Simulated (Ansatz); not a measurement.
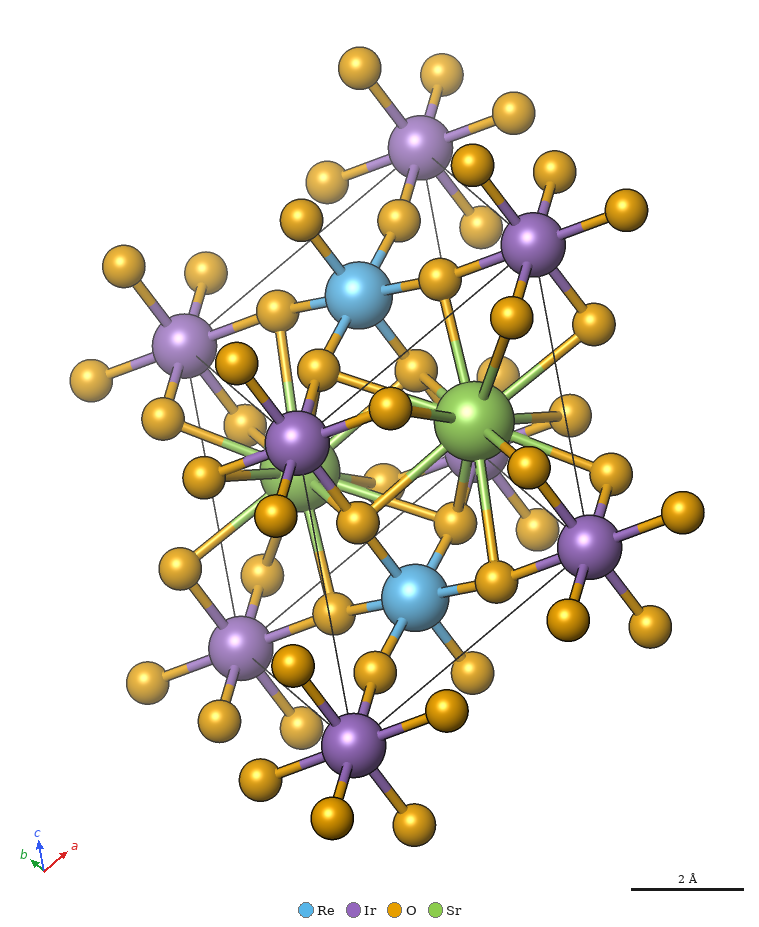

Structure drawing (ball-and-stick), viewed slightly off an axis. The parallelepiped is the simulation cell. A few atoms beyond the faces are included.

```
CELL_PARAMETERS angstrom
0.00000 5.53195 0.00000
5.53195 0.00000 0.00000
2.76598 2.76598 -3.94949
ATOMIC_POSITIONS crystal
Re 0.50000 0.50000 0.00000
Ir 0.00000 0.00000 0.00000
O 0.22770 0.28610 0.00000
O 0.28610 0.77230 0.00000
O 0.77230 0.71390 0.00000
O 0.71390 0.22770 0.00000
O 0.25710 0.25710 0.48580
O 0.74290 0.74290 0.51420
Sr 0.75000 0.25000 0.50000
Sr 0.25000 0.75000 0.50000
```

The calculation used DFT, PAW plane waves, PBEsol (Ansatz), with plane-wave cutoff 420 eV, the zone sampled with 6×6×6 points, Gaussian smearing of 0.19 eV, no spin polarisation.

**What charge does Bader's analysis assign to each element?**

Sr +1.58 e; Re +2.36 e; Ir +1.44 e; O -1.16 e.

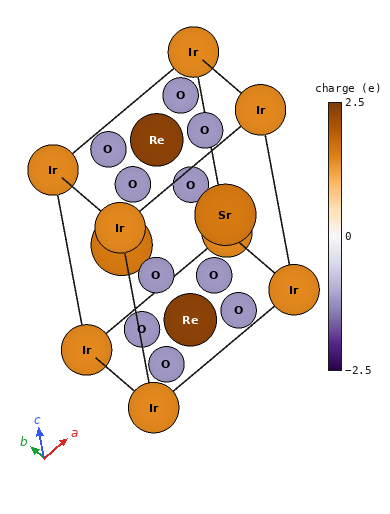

The atoms coloured by those charges.

About the cell: it is a generated cell, made by putting these elements into a known structure type (the compound may or may not exist in this form), and it is unrelaxed. A calculation with Ansatz used it as input.

At this level of theory the cell isn't at rest (compressed, at 4 GPa and forces up to 1.0 eV/Å), so its distances can differ from those at equilibrium, the more so the softer the solid.
